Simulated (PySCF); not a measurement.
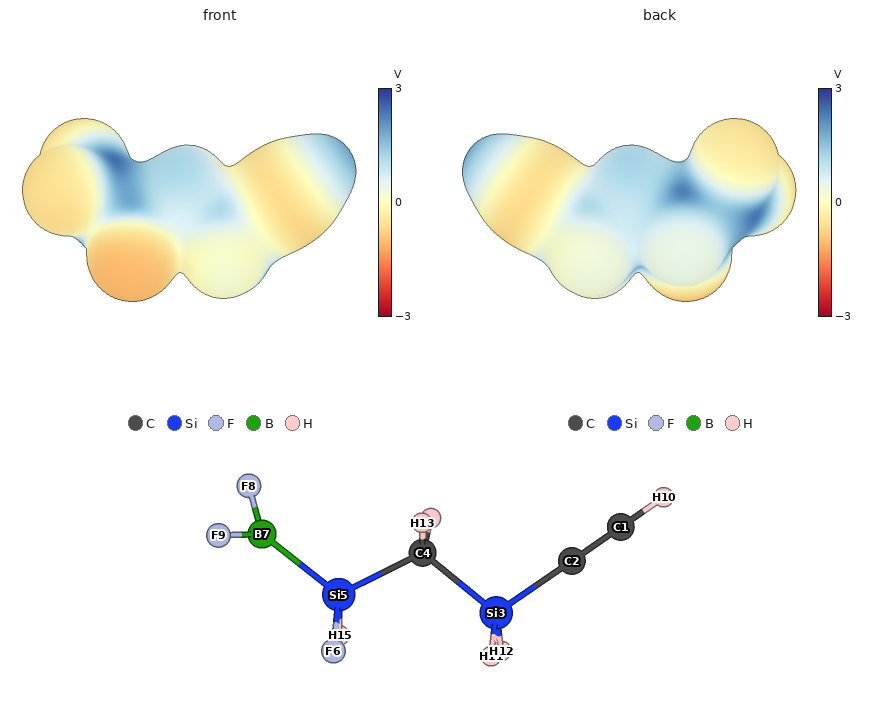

The picture shows: C₃H₆BF₃Si₂. The molecular electrostatic potential painted on the density surface at 0.002 e/bohr³, seen from the front and from behind; red is negative and blue positive. The bare structure is drawn below in the same view.

Geometry: GFN2-xTB.

Level of theory: PySCF, wB97X-D/def2-SVPD, SCF density, gas phase.

The calculation's input:

```
{"job": {"kind": "uv", "xc": "wB97X-D", "basis": "def2-SVPD", "nstates": 8, "ntriplets": 3}, "charge": 0, "multiplicity": 1}
C      4.053608     0.172957    -0.177864
C      2.956135    -0.211645    -0.484807
Si     1.259336    -0.799060    -0.946060
C      0.023914     0.281367     0.035670
Si    -1.802308    -0.103174    -0.307209
F     -1.972643    -1.708851    -0.107502
B     -3.062614     0.803649     0.911877
F     -3.246555     2.113222     0.914573
F     -3.801609     0.206099     1.825474
H      5.014869     0.509442     0.088681
H      1.140959    -2.209966    -0.574837
H      1.068833    -0.588987    -2.385979
H      0.231452     0.162046     1.101115
H      0.215840     1.330914    -0.188847
H     -2.083631     0.049975    -1.737510
```

Run with:

```sh
OMP_NUM_THREADS=1 python probes_run.py task.json out
```

**Describe the electrostatic potential map.**

The most negative region (about −1.0 V, or −23 kcal/mol for a unit charge) lies over F6, the most positive (about +2.3 V, or +53 kcal/mol for a unit charge) over Si5 and B7.

**How polar is the molecule by this calculation?**

Its dipole moment is 2.08 D.
